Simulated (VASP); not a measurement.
Band structure of TlI (relaxed from the zinc blende structure, space group F-43m). All values below come from PBE GGA, VASP's PBE PAW potentials (set 64) (plane waves; VASP).

Unless said otherwise, spin-orbit coupling is left out, though it shifts the bands of the heavy elements here.

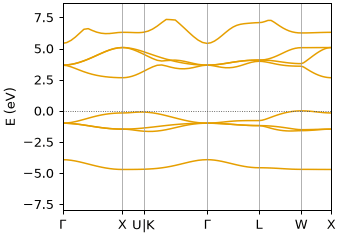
Bands along high-symmetry lines, zero at the valence-band maximum or, without a gap, the Fermi level

Q: Read the plot: is there a gap, and where are the band edges?

A: The gap is indirect, 2.66 eV, from the valence maximum at W to the conduction minimum at X. (Edges off the drawn lines would not show.)

The structure was generated: TlI was put into the zinc blende type (F-43m), which need not be its known phase. It was relaxed first, which changed the volume by +77 %.
